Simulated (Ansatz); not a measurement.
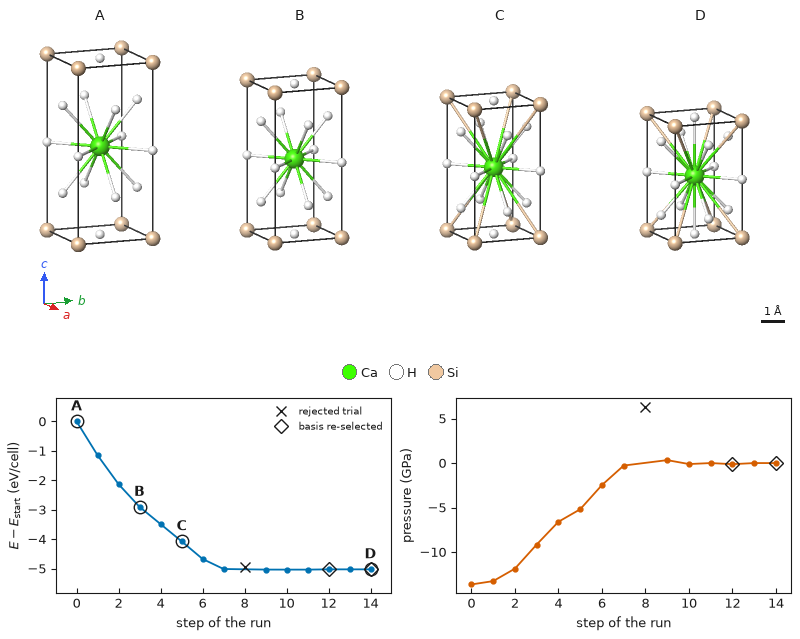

Frames of a relaxation of solid CaSiH₆ (built on the TaNbAl6-123 type type), marked on the history of the run. A ball-and-stick model of the cell of the calculation, seen slightly off an axis.

These are results of Ansatz, DFT, PBEsol, plane waves, PAW, not measurements. Settings: plane-wave cutoff 420 eV; k-point mesh 6 × 6 × 4; occupations fermi dirac; smearing width 0.03 eV; no spin polarisation; cell and atoms relaxed; force threshold 0.01 eV/Å; at most 120 steps.

Q: What happens along the run?

A: The largest moves relative to the cell, 0.35 Å, are those of H atoms. Ca and Si stay in place. The drawn cell changes as follows: a = b 3.601 → 3.237 Å (−10.1 %), c 8.017 → 5.310 Å (−33.8 %); the volume changes by −46.5 %. Some distances before and after: Ca–H 4.009 → 2.655 Å, Ca–Si 4.749 → 3.505 Å, H–Si 2.701 → 1.892 Å, Ca–Ca 3.601 → 3.237 Å. The space group stays P4/mmm (No. 123). After 11 accepted moves (14 points after the start) the energy has fallen by 5.025 eV per cell of the calculation. The largest force component goes from 0.25 to under 0.0001 eV/Å. Pressure: −13.64 GPa at the start and 0.00 GPa at the end. The line search rejected the trial step at point 8 of the run. The SCF was repeated twice at an unchanged geometry on a basis and grid sized afresh for the cell, which shifted the energy by 9.2 meV per cell of the calculation at most. From step 0 to 3: H atoms move most (0.13 Å), volume −31.6 %, energy −2.904 eV per cell of the calculation. From step 3 to 5: H atoms move most (0.11 Å), volume −13.9 %, energy −1.168 eV per cell of the calculation. From step 5 to 14: H atoms move most (0.15 Å), volume −9.2 %, energy −0.953 eV per cell of the calculation.
